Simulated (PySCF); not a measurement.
**C8H10Si: density, localisation and related maps**

```xyz
19

C    -2.8061   -0.5650   -0.0542
C    -1.8213   -1.0498   -0.9127
C    -0.4998   -0.6287   -0.7820
C    -0.1276    0.2880    0.2129
C     1.2727    0.7444    0.3987
C     2.2938    0.6730   -0.7483
Si    2.6776   -0.4903    0.6456
C    -1.1313    0.7676    1.0682
C    -2.4520    0.3486    0.9383
H    -3.8424   -0.8937   -0.1595
H    -2.0826   -1.7646   -1.6972
H     0.2512   -1.0266   -1.4689
H     1.3500    1.6506    1.0106
H     2.9177    1.5637   -0.8784
H     1.9328    0.2772   -1.7037
H     2.3516   -1.9279    0.4835
H     3.7893   -0.1740    1.5775
H    -0.8655    1.4857    1.8489
H    -3.2132    0.7432    1.6164
```

Geometry: PBE0-D3(BJ)/def2-SVP.

Method: PBE0/pcSseg-1, SCF density, gas phase, non-relativistic (PySCF).

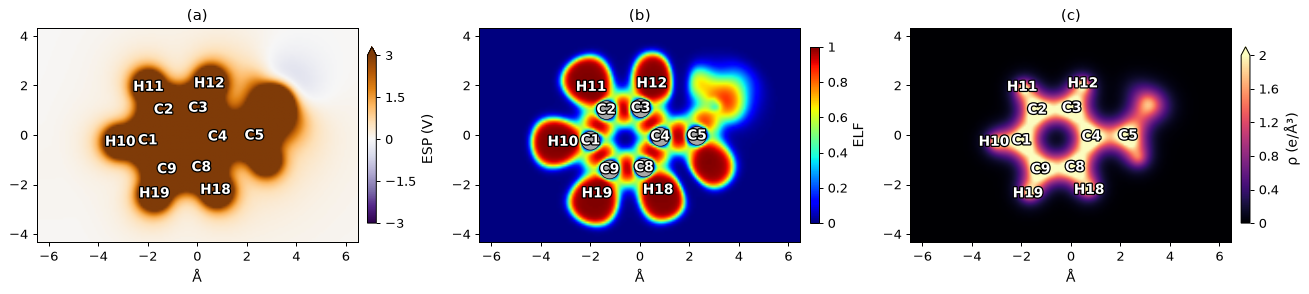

Figure 1. (a) molecular electrostatic potential; (b) ELF; (c) total electron density on the plane of atoms C3, C2 and H11. Grey discs cover the atomic cores in the ELF map.

Interpret the plot.

Answer.
- The plane passes through C and H nuclei.
- C–C (1.39 Å): ρ at the midpoint is about 2.1 e/Å³; the ELF peaks at about 0.95 between the atoms, as expected for localised, covalent bonding.
- C–H (1.09 Å): the density is about 2 e/Å³ at the midpoint; the ELF climbs to about 1 towards the hydrogen, as it does in any bond to H; a covalent bond by its length.
- C–C (1.48 Å): ρ at the midpoint is about 1.7 e/Å³; the ELF peaks at about 0.95 between the atoms (a shared electron pair).
- Outside the dense part of the molecule the potential is most negative (−0.4 V) near C6, which lies off the plane.

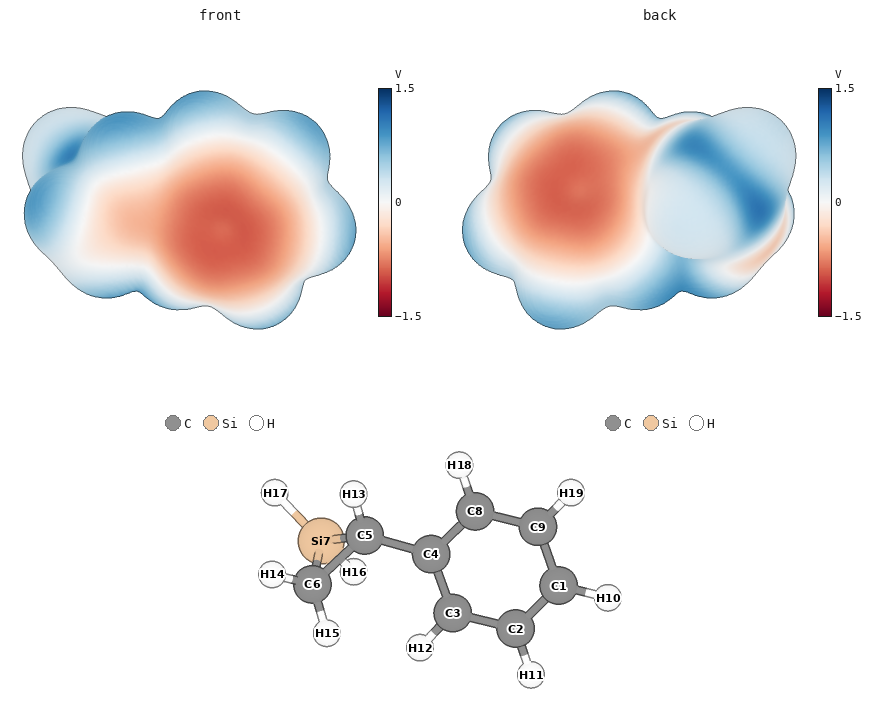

Figure 2. The electrostatic potential painted on the density surface at 0.002 e/bohr³, seen from the front and from behind; red is negative and blue positive. The bare structure is drawn below in the same view.

Which sites attract a positive test charge, and which a negative one?

Answer. A positive charge is drawn to the negative regions and a negative charge to the positive ones. The most negative region (about −0.9 V) lies over the π face of the C atoms, the most positive (about +1.0 V) over Si7.

How polar is the molecule by this calculation?

Answer. Its dipole moment is 0.80 D.
